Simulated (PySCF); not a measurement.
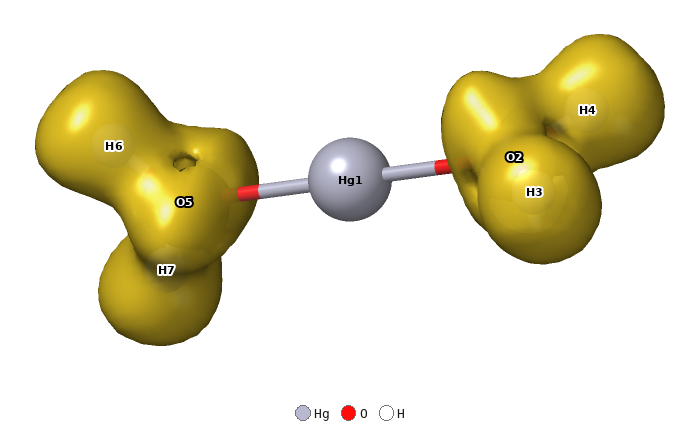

H$_{4}$HgO$_{2}$ (charge +2). Isosurface of the ELF at 0.75 (yellow), seen at a tilt. Core shells and regions of very low density are left out.

Core potentials replace the inner electrons of Hg.

The calculation used PySCF 2.14.0, RKS PBE0, Hg def2-SVP with ECP60, O def2-SVP, H def2-SVP; non-relativistic Hamiltonian with scalar-relativistic core potentials where named; density fitting.

```json
{"atom": "Hg", "x (Å)": "0.0000", "y (Å)": "0.0000", "z (Å)": "0.0000"}
{"atom": "O", "x (Å)": "0.0000", "y (Å)": "0.0000", "z (Å)": "2.0472"}
{"atom": "H", "x (Å)": "0.5698", "y (Å)": "0.5698", "z (Å)": "2.6058"}
{"atom": "H", "x (Å)": "-0.5698", "y (Å)": "-0.5698", "z (Å)": "2.6058"}
{"atom": "O", "x (Å)": "0.0000", "y (Å)": "0.0000", "z (Å)": "-2.0472"}
{"atom": "H", "x (Å)": "0.5698", "y (Å)": "-0.5698", "z (Å)": "-2.6058"}
{"atom": "H", "x (Å)": "-0.5698", "y (Å)": "0.5698", "z (Å)": "-2.6058"}
```

**Identify the bonds, lone pairs and shells in this picture.**

The ELF exceeds this value in two joined regions spread over several atoms (H, O), in which their bonds and any lone pairs are merged. Profiles from the grid: Hg–O (2.05 Å): the ELF peaks at about 0.85 in the valence shell of O, 0.6 Å from its nucleus, and is about 0.20 at the midpoint. O–H (0.98 Å): the ELF climbs to about 1 towards the hydrogen, as it does in any bond to H (a covalent bond by its length).
